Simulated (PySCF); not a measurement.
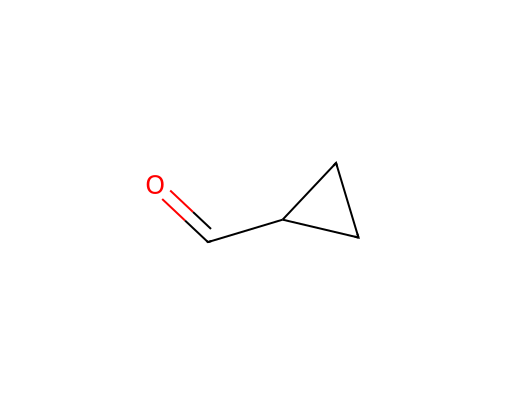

A structural formula.

Question: Transcribe the drawing into SMILES.

Answer: O=CC1CC1

Question: Give the formula, hydrogens included.

Answer: C4H6O.

Question: An optimisation with GFN2-xTB gave a structure of which point group?

Answer: Cs. Other conformers may differ.

More results for the same structure follow; atom numbers are the same in all pictures, views and colours differ. The geometry was computed by an optimisation with GFN2-xTB. No frequency run is at hand to confirm it as a minimum.

### Shape

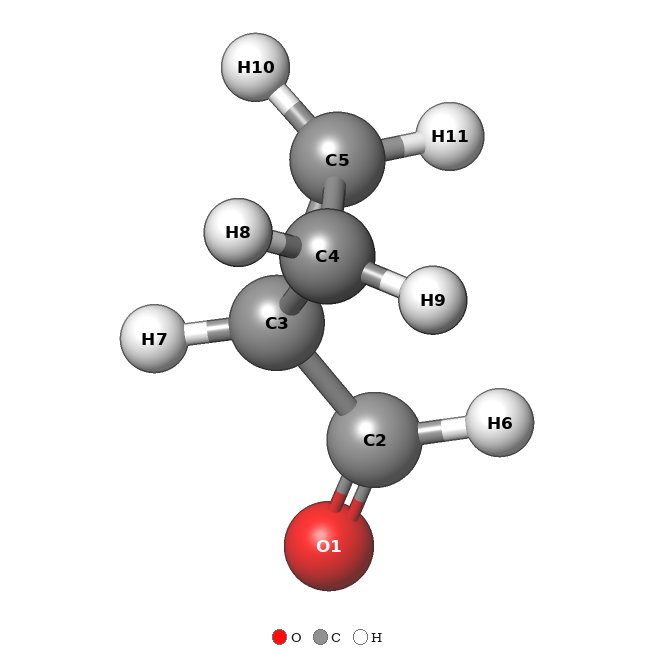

The atoms are numbered. No frequency run is at hand to confirm it as a minimum.

Give the bond lengths.

```csv
bond,length (Å),order
O1–C2,1.202,double
C2–C3,1.467,single
C2–H6,1.110,single
C3–C4,1.513,single
C3–C5,1.513,single
C3–H7,1.082,single
C4–C5,1.484,single
C4–H8,1.079,single
C4–H9,1.080,single
C5–H10,1.079,single
C5–H11,1.080,single
```

### Electronic properties

No frequency run is at hand to confirm it as a minimum. Method: PBE0/pcSseg-1, gas phase (PySCF 2.14.0).

Question: Give the HOMO energy (Kohn–Sham orbital) at this level.

Answer: −7.36 eV.

Question: What is the LUMO energy (Kohn–Sham orbital)?

Answer: −0.54 eV.

Question: What is the dipole moment?

Answer: 3.35 D.

### NMR shielding

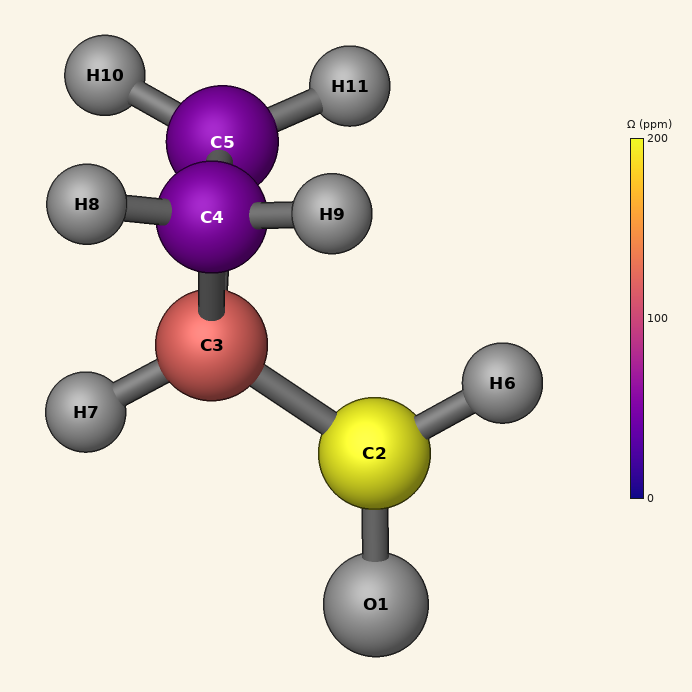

The C atoms are coloured by the span of their shielding tensor. No frequency run is at hand to confirm it as a minimum. Level of theory: GIAO PBE0/pcSseg-1 NMR shielding, non-relativistic, gas phase (PySCF 2.14.0). Principal shieldings σ11 ≤ σ22 ≤ σ33, span Ω = σ33 − σ11, skew κ = 3(σiso − σ22)/Ω.

Question: Which C atom has the most anisotropic shielding?

Answer: C2, with a span of 197 ppm.

Give the shielding tensors of the C atoms.

```json
{"atom": "C2", "σ11": "−120.3", "σ22": "−9.3", "σ33": "76.8", "σiso": "−17.6", "Ω": "197.1", "κ": "−0.13"}
{"atom": "C3", "σ11": "106.5", "σ22": "148.9", "σ33": "228.1", "σiso": "161.2", "Ω": "121.6", "κ": "0.30"}
{"atom": "C4, C5", "σ11": "153.2", "σ22": "181.5", "σ33": "205.3", "σiso": "180.0", "Ω": "52.1", "κ": "−0.09"}
```

Shieldings and span in ppm.

### Quadrupole coupling

No frequency run is at hand to confirm it as a minimum. Electric field gradients from the ground-state density, B3LYP/pcJ-1 (PySCF 2.14.0), non-relativistic apart from any core potentials.

Give the largest field-gradient component, the quadrupole coupling constant and the asymmetry for 17O at O1 (Q = −25.6 mb), 2H at H6 (Q = 2.86 mb), 2H at H7 (Q = 2.86 mb).

| atom | V_zz (a.u.) | e²qQ/h (MHz) | η |
| --- | --- | --- | --- |
| O1 | −1.989 | 11.97 | 0.52 |
| H6 | 0.258 | 0.173 | 0.04 |
| H7 | 0.308 | 0.207 | 0.09 |
